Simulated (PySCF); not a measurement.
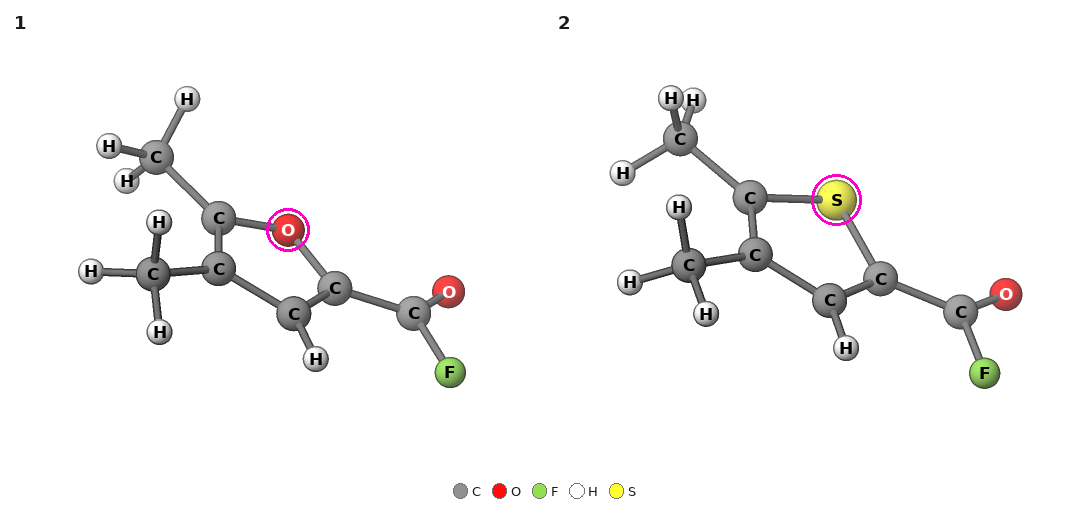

2 molecules with one skeleton, seen from the same side and at one scale; the atom that differs is circled. Charge 0, singlet. Computed geometries: GFN2-xTB optimisations, one conformation each. Properties computed with PySCF 2.14.0.

One atom differs, called X below: O in panel 1, S in panel 2. Their formulas are C7H7FO2 (`Cc1cc(C(=O)F)oc1C`), C7H7FOS (`Cc1cc(C(=O)F)sc1C`).

In which is the angle C–X–C larger (GFN2-xTB)?

Answer. In panel 1 (X = O).

In which is the mean length of X–C larger (GFN2-xTB)?

Answer. In panel 2 (X = S).

Give the values. With GFN2-xTB: mean length of X–C (Å), angle C–X–C (°). With PBE0/pcSseg-1: dipole moment (D), HOMO energy (Kohn–Sham orbital) (eV), HOMO–LUMO gap (eV), Hirshfeld charge of X (e), mean GIAO shielding of the 2 C atoms bonded to X (ppm).

| quantity | 1 (O) | 2 (S) | 2 − 1 |
| --- | --- | --- | --- |
| mean length of X–C (Å) | 1.347 | 1.728 | +0.381 |
| angle C–X–C (°) | 107.5 | 90.9 | −16.6 |
| dipole moment (D) | 5.73 | 5.76 | +0.03 |
| HOMO energy (Kohn–Sham orbital) (eV) | −7.03 | −7.17 | −0.14 |
| HOMO–LUMO gap (eV) | 5.37 | 5.22 | −0.15 |
| Hirshfeld charge of X (e) | −0.05 | 0.14 | +0.19 |
| mean GIAO shielding of the 2 C atoms bonded to X (ppm) | 33.1 | 40.9 | +7.8 |
